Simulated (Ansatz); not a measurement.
The relaxed structure here is a generated cell of SiNi: the first start was made by placing the elements on the sites of a structure type, and the end was not matched to a known phase here, so it may be hypothetical. Known forms of SiNi include space group No. 62.

A relaxed structure of SiNi. Space group P6₃mc (No. 186). Method: PBEsol (plane waves to 420 eV, PAW, scalar-relativistic; Ansatz, a quantum-chemistry and plane-wave program).

```xyz
12
Lattice="2.6737 0.0000 0.0000 -1.3368 2.3155 0.0000 0.0000 0.0000 23.7548" Properties=species:S:1:pos:R:3 pbc="T T T"
Si     0.0000     0.0000    11.5149
Si     0.0000     0.0000    23.3923
Si     1.3368     0.7718     7.5562
Si     0.0000     1.5437    19.4336
Si     1.3368     0.7718    15.4727
Si     0.0000     1.5437     3.5953
Ni     0.0000     0.0000     9.2617
Ni     0.0000     0.0000    21.1391
Ni     1.3368     0.7718     5.2997
Ni     0.0000     1.5437    17.1771
Ni     1.3368     0.7718    13.2203
Ni     0.0000     1.5437     1.3429
```

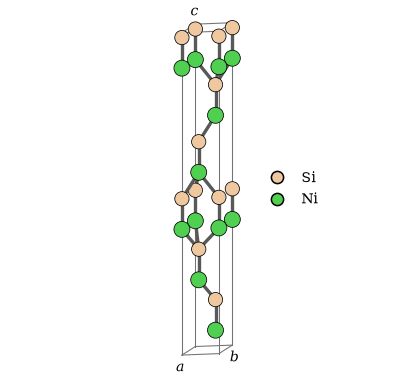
The conventional cell of the relaxed structure

* **Volume per atom**: 12.26 Å³
* **Band gap**: no gap on the sampled points, where the bands overlap only slightly; such a result is sensitive to mesh and level
* **Magnetic moment**: zero (the starting moments vanished)
* **Shortest distances**: Ni–Si 2.25 Å; Si–Si 2.67 Å; Ni–Ni 2.67 Å
* **k-mesh**: 16×16×2

Band energies at high-symmetry points (eV from the Fermi level; labels of this space group; no spin-orbit coupling), from −5 eV up to 3.5 eV:

| point | energies |
|---|---|
| Γ | -4.91 -3.39 -3.37 -3.37 -3.27 -3.27 -3.11 -2.08 -2.08 -2.08 -2.08 -2.07 -2.07 -2.07 -2.07 -2.06 -2.06 -2.06 -2.06 -1.70 -1.70 -1.70 -1.70 -1.69 -1.69 -1.69 -1.69 -1.68 -1.68 -1.68 -1.68 0.93 2.48 2.48 |
| M | -3.83 -3.69 -3.64 -3.53 -3.50 -3.46 -3.24 -3.11 -3.06 -2.99 -2.68 -2.38 -2.21 -2.17 -2.17 -2.13 -2.08 -2.08 -2.04 -1.85 -1.15 -1.08 -0.94 -0.69 -0.68 -0.68 -0.67 -0.67 -0.67 -0.67 0.06 0.37 0.50 0.61 0.82 0.95 2.97 3.16 |
| K | -4.96 -4.96 -4.92 -4.91 -4.84 -4.84 -4.71 -4.71 -4.69 -4.69 -4.69 -4.68 -2.76 -2.76 -2.76 -2.74 -2.73 -2.73 -2.61 -2.61 -2.56 -2.53 -2.49 -2.49 -1.76 -1.76 -1.72 -1.69 -1.61 -1.61 -0.76 -0.76 -0.63 -0.43 -0.29 -0.29 -0.10 -0.10 -0.06 0.13 0.13 0.13 2.42 2.42 2.45 2.51 2.51 2.51 |
| A | -3.39 -3.39 -3.33 -3.33 -3.18 -3.18 -2.08 -2.08 -2.08 -2.08 -2.07 -2.07 -2.07 -2.07 -2.06 -2.06 -2.06 -2.06 -1.70 -1.70 -1.70 -1.70 -1.69 -1.69 -1.69 -1.69 -1.68 -1.68 -1.68 -1.68 1.38 1.38 |
| L | -3.78 -3.78 -3.58 -3.58 -3.47 -3.47 -3.21 -3.21 -2.92 -2.92 -2.69 -2.69 -2.20 -2.20 -2.13 -2.13 -2.05 -2.05 -1.75 -1.75 -1.43 -1.43 -0.68 -0.68 -0.67 -0.67 -0.67 -0.67 -0.58 -0.58 0.07 0.07 0.64 0.64 0.88 0.88 3.03 3.03 |
| H | -4.96 -4.96 -4.92 -4.92 -4.84 -4.84 -4.71 -4.71 -4.69 -4.69 -4.69 -4.69 -2.76 -2.76 -2.75 -2.75 -2.74 -2.74 -2.61 -2.61 -2.54 -2.54 -2.49 -2.49 -1.76 -1.76 -1.71 -1.71 -1.61 -1.61 -0.74 -0.74 -0.54 -0.54 -0.35 -0.35 0.00 0.00 0.05 0.05 0.08 0.08 2.43 2.43 2.48 2.48 2.50 2.50 |

No spin polarisation in the result: the starting moments vanished. A magnetic state may lie lower.

The run could not lose the symmetry of its start, so the end can be a saddle point.
